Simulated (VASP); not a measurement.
Input:

```xyz
6
Lattice="1.5977 -2.7673 0.0000 1.5977 2.7673 0.0000 0.0000 0.0000 14.6669" Properties=species:S:1:pos:R:3 pbc="T T T"
W      1.5977     0.9224     3.6667
W      1.5977    -0.9224    11.0002
S      1.5977     0.9224    12.5711
S      1.5977    -0.9224     5.2376
S      1.5977    -0.9224     2.0959
S      1.5977     0.9224     9.4293
```

The numbers are results of PW91 GGA, VASP's PBE PAW potentials (set 64) (plane waves; VASP), not measurements. Run with 520 eV cut-off, 9×9×2 Γ-centred mesh, tetrahedra with Blöchl corrections, potentials W_sv S.

Without a dispersion term in the relaxation, distances and binding between the weakly bound layers, chains or molecules are unreliable, and so is what depends on them. Unless said otherwise, spin-orbit coupling is left out, though it shifts the bands of the heavy elements here.

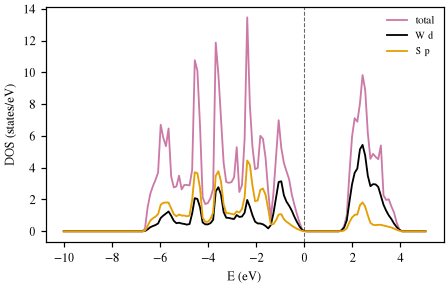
Figure. Total and projected density of states, zero at the valence-band maximum

Within 2 eV below the valence-band maximum the largest weight inside VASP's projection spheres is W d, then S p.

The gap is indirect, 1.57 eV, from the valence maximum at Γ to the conduction minimum at K.

The compound is WS2 in the 2H layered structure. It was relaxed first, which changed the volume by +23 %.
